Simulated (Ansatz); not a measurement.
**CHCl2F (dichlorofluoromethane): BCCD(T)/def2-SVPD**

Aim: the vertical singlet–triplet gap of CHCl2F (dichlorofluoromethane) at BCCD(T)/def2-SVPD, from 2 runs. 

Program for the calculation: Ansatz 0.2.0.

78 further runs of the same task are left out: 78 set aside as unsound or not needed.

**1. The structure to begin with**

CHCl2F has 5 atoms, charge 0, and is taken as a singlet. As SMILES, `FC(Cl)Cl`. The coordinates come from a PBE0-D4/def2-TZVP relaxation.

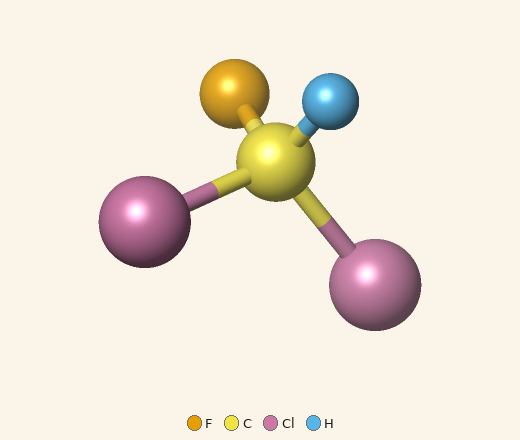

Viewed from a chosen angle; fluorine amber, carbon yellow, chlorine pink, hydrogen blue.

**2. The energy at BCCD(T)/def2-SVPD**

job.yaml reads:

```yaml
crystal:
  periodic: [false, false, false]
  atoms:
    - {symbol: F, position_ang: [-0.590600, 0.132500, 1.230400]}
    - {symbol: C, position_ang: [0.006400, 0.099400, 0.030700]}
    - {symbol: Cl, position_ang: [1.459900, -0.886800, 0.126900]}
    - {symbol: Cl, position_ang: [-1.120400, -0.525200, -1.167100]}
    - {symbol: H, position_ang: [0.294600, 1.106400, -0.262500]}
basis:
  gaussian:
    orbitals: def2-SVPD
correlation:
  method: bccd_t
  frozen_orbitals: {C: 1, Cl: 5, F: 1, H: 0}
accuracy: high
scf:
  omitted_lower_state_checks: [cluster_reference, increment]
```

The run is started by

```
$ ansatz run job.yaml --threads 1 --pin off --max-ram 3480MiB --events-out events.jsonl --progress --plain --runs-dir runs
```

Standard output, cut to the lines that bear on the results:

```text
Warning: RAYON_NUM_THREADS=1 ignored (pool sized by the plan → 1); use --threads N
Functional definition: HF
  name "HF"
[...]
2035 factors; integrals over basis functions are off by at most 3.6e-9 eV
[...]
mean field -28748.48796899 eV, -1056.4874464355 hartree, gradient 2.1e-8 eV, S^2 0.000000; 0 other end points of the search recorded, 0 dependent functions left out
12 core orbitals not correlated: weight in the atoms' cores, before any rotation towards them, 1.000 or more for the frozen orbitals, at most 0.000 for the correlated occupied ones
reference -28748.48796899 eV, -1056.4874464355 hartree; 13, 13 occupied and 80, 80 virtual orbitals, 2035 factors
second order -17.12417356 eV of doubles, -0.00000000 eV of singles
cycle   1  -17.48143040 eV  change   -3.6e-1 eV  update   9.3e-2
[...]
cycle  20  -17.92879175 eV  change    1.5e-9 eV  update   2.2e-9
perturbative correction -0.58260701 eV, -0.0214104127 hartree
Total energy: -28766.99936775 eV, -1057.1677277923 hartree
Checks for a lower state left out: cluster_reference, increment
```

Wall time 38 s (1 thread of Arm Neoverse V2, shared host); peak memory 1 GiB.

**3. The triplet**

run.yaml reads:

```yaml
crystal:
  periodic: [false, false, false]
  atoms:
    - {symbol: F, position_ang: [-0.590600, 0.132500, 1.230400]}
    - {symbol: C, position_ang: [0.006400, 0.099400, 0.030700]}
    - {symbol: Cl, position_ang: [1.459900, -0.886800, 0.126900]}
    - {symbol: Cl, position_ang: [-1.120400, -0.525200, -1.167100]}
    - {symbol: H, position_ang: [0.294600, 1.106400, -0.262500]}
basis:
  gaussian: {orbitals: def2-SVPD}
accuracy: high
magnetization: {spin_polarized: true, initial_magnetization: 2}
scf: {omitted_lower_state_checks: [cluster_reference, increment]}
correlation: {method: bccd_t, frozen_orbitals: {C: 1, Cl: 5, F: 1, H: 0}}
```

The run is started by

```
$ ansatz run run.yaml --threads 1 --pin off --max-ram 3480MiB --events-out events.jsonl --progress --plain --runs-dir runs
```

Standard output:

```text
Warning: RAYON_NUM_THREADS=1 ignored (pool sized by the plan → 1); use --threads N
[... 17 lines left out ...]
12 core orbitals not correlated: weight in the atoms' cores, before any rotation towards them, 1.000 or more for the frozen orbitals, at most 0.000 for the correlated occupied ones
[... 58 lines left out ...]
Total energy: -28760.02700028 eV, -1056.9114980137 hartree
Checks for a lower state left out: cluster_reference, increment
```

Wall time 4.4 min (1 thread of Arm Neoverse V2, shared host); peak memory 2.1 GiB.

**4. Outcome**

At BCCD(T)/def2-SVPD, 12 core orbitals frozen:

| quantity | value |
| --- | --- |
| singlet: total energy | -1057.16773 Eh |
| singlet: correlation energy (12 core orbitals frozen) | -680.3 mEh |
| singlet: (T) correction | -21.41 mEh |
| triplet: total energy | -1056.91150 Eh |
| triplet: correlation energy (12 core orbitals frozen) | -669.4 mEh |
| triplet: (T) correction | -24.11 mEh |
| triplet: ⟨S²⟩ of the reference determinant | 2.018 |
| vertical energy of the triplet above the singlet | 6.972 eV |

What this shows: At this shape the triplet lies 6.97 eV (673 kJ/mol) above the singlet. The triples (singlet) make up 3.1 % of the correlation energy. The triples (triplet) make up 3.6 % of the correlation energy.
